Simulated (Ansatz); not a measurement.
Pb (Fm-3m, No. 225): the input geometry of an electronic-structure calculation (not necessarily at equilibrium).

```cif
data_structure
_symmetry_space_group_name_H-M 'Fm-3m'
_symmetry_Int_Tables_number 225
_cell_length_a 4.9500
_cell_length_b 4.9500
_cell_length_c 4.9500
_cell_angle_alpha 90.000
_cell_angle_beta 90.000
_cell_angle_gamma 90.000
_cell_volume 121.29
loop_
_atom_site_label
_atom_site_type_symbol
_atom_site_symmetry_multiplicity
_atom_site_Wyckoff_symbol
_atom_site_fract_x
_atom_site_fract_y
_atom_site_fract_z
_atom_site_occupancy
Pb1 Pb 4 a 0.00000 0.00000 0.00000 1
```

Question: What will an integrated-DPC-like image along [110] show? Simulated as the projected potential of neutral atoms (B = 0.8 Å²) blurred by a 1.30 Å probe, the thin-sample limit of integrated differential phase contrast. The display is stretched by a gamma of 0.8; percentages refer to the linear signal. Shot noise was added.

Answer: The columns repeat on a centred rectangular net of 3.50 × 4.95 Å (plane group c2mm). All columns are alike (Pb). The shortest distance between visible columns is 3.03 Å in projection. Along the beam the structure repeats every 3.50 Å.

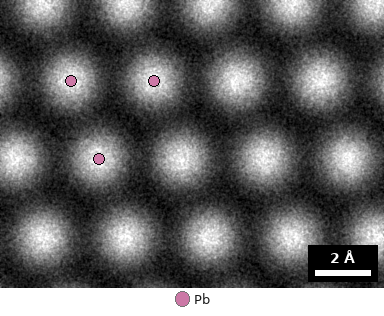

The simulated image, with the columns of the model marked in one corner.
